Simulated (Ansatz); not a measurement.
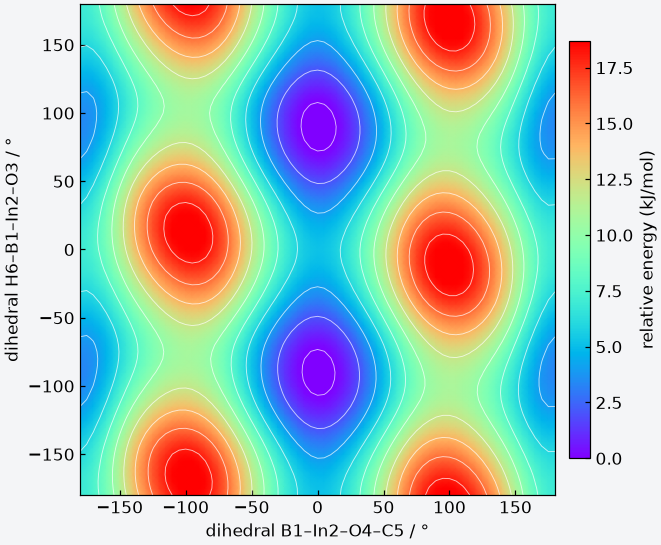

Energy landscape of CH6BInO2, SMILES [BH2][In]([OH])[O]C. First axis: dihedral B1–In2–O4–C5. Second axis: dihedral H6–B1–In2–O3. Nothing is relaxed (all other coordinates rigid). Grid: 10 × 10 points. Points are written as (first, second). Energies: kJ/mol, counted from the lowest grid point. These are results of RKS r2SCAN-D4/def2-SVP in Ansatz, not measurements.

The picture shows a smooth colour map with a few white contour lines. Between grid points the surface is interpolated. 

**What does the map say about the system?**

The lowest grid point is at (0°, 72°); the map holds 2 wells of about this depth. The bottom of the well lies between grid points, at about (0°, 90°), about 0.52 kJ/mol lower on the interpolated surface. Higher local minima lie near (−180°, −72°) (3.6 kJ/mol above the lowest at that grid point); (−180°, 108°) (3.7 kJ/mol above the lowest at that grid point). The highest grid point, (108°, −180°), lies 18.7 kJ/mol above the lowest. On the interpolated surface the easiest way out of the lowest well to the well at about (0°, −90°) passes a barrier of about 5.7 kJ/mol, counted from the interpolated bottom of the well. Round the minimum the two coordinates are weakly coupled (coupling 0.06 in units of the two stiffnesses).

Time for the 100 points that were run: 9.6 min on 1 thread of Intel(R) Xeon(R) 6975P-C (Granite Rapids) (shared host).
